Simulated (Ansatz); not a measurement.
FH8Si4 (charge +1)

Input file:

```
crystal:
  periodic: [false, false, false]
  atoms:
    - symbol: F
      position_ang: [-1.800920, 0.374106, -0.843712]
    - symbol: Si
      position_ang: [-2.182468, 0.996143, 0.835459]
    - symbol: Si
      position_ang: [-0.505150, 2.632429, 0.525120]
    - symbol: Si
      position_ang: [-0.461957, 1.430268, -1.509574]
    - symbol: Si
      position_ang: [1.407640, 2.611970, 1.925295]
    - symbol: H
      position_ang: [-1.928851, -0.203077, 1.658189]
    - symbol: H
      position_ang: [-3.612922, 1.340865, 0.718681]
    - symbol: H
      position_ang: [-1.169559, 3.937514, 0.280307]
    - symbol: H
      position_ang: [0.592745, 0.433317, -1.779873]
    - symbol: H
      position_ang: [-1.081952, 1.980266, -2.730928]
    - symbol: H
      position_ang: [1.862241, 1.204029, 2.005409]
    - symbol: H
      position_ang: [2.414963, 3.483751, 1.279880]
    - symbol: H
      position_ang: [0.973950, 3.130022, 3.242392]
basis:
  gaussian:
    orbitals: def2-SVPD
total_charge: 1
output: {forces: true, orbitals: {seedname: orbitals}}
hamiltonian:
  xc: {name: PBE0}
```

Launched as:

```sh
ansatz run input.yaml --threads 2 --pin off --max-ram 4350MiB --events-out events.jsonl --progress --plain --runs-dir runs
```

Geometry: B3LYP/6-31G*.

Computed with isolated molecule in a Gaussian basis; Kohn-Sham density functional theory, functional PBE0 (Ansatz 0.2.0).

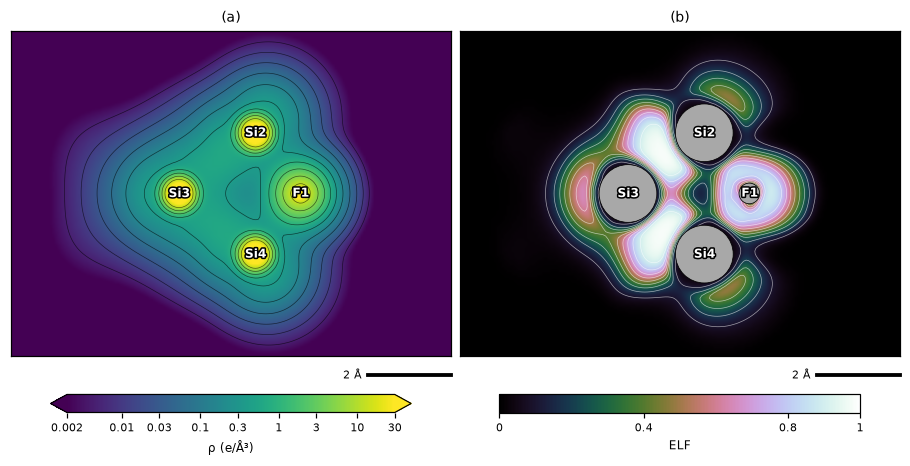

Figure 1. (a) electron density; (b) electron localisation function on the plane of atoms F1, Si4 and Si3. Grey discs cover the atomic cores in the ELF map.

> What do the fields say about this system?

The section cuts through F and Si sites. Si–F (1.83 Å): ρ is about 0.6 e/Å³ halfway; the ELF peaks at about 0.85 in the valence shell of F, 0.5 Å from its nucleus, and is about 0.45 at the midpoint. Si–Si (2.36 Å): ρ at the midpoint is about 0.61 e/Å³; the ELF peaks at about 1 between the atoms (a covalent bond). The ELF also peaks beside F1, away from the bonds: lone-pair regions.

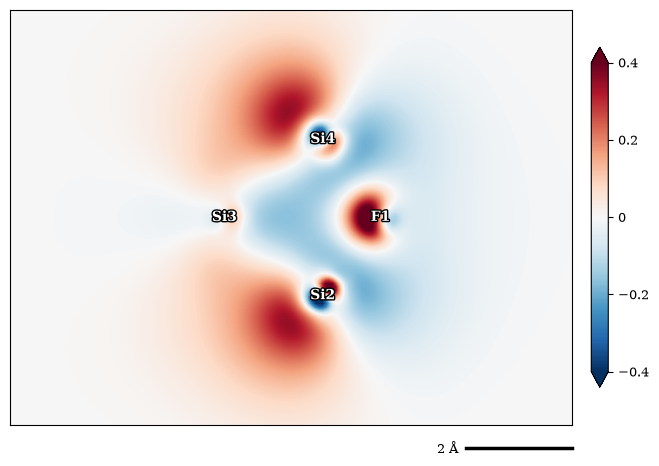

Figure 2. The LUMO on the plane of atoms F1, Si2 and Si3 (values in Å⁻³ᐟ²; the overall sign is arbitrary).

> What is the character of this orbital?

It lies mainly on Si2 (about 35 %), Si4 (about 35 %), Si3 (about 10 %) and F1 (about 5 %). Its energy is −6.67 eV.

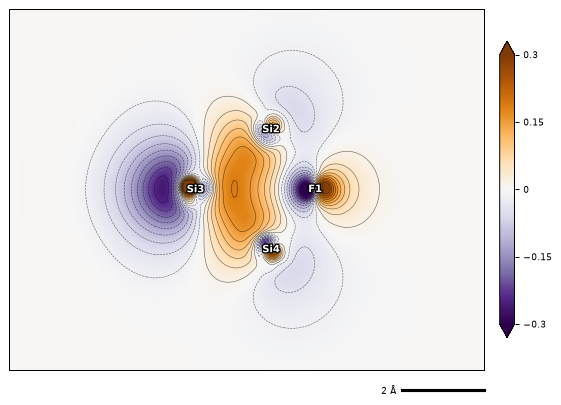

Figure 3. The HOMO−1 on the plane of atoms F1, Si4 and Si3 (values in Å⁻³ᐟ²; the overall sign is arbitrary).

> Where does this orbital lie, and at what energy?

By Hirshfeld shares it lies mainly on Si3 (about 35 %) and Si5 (about 30 %). Its energy is −12.83 eV.
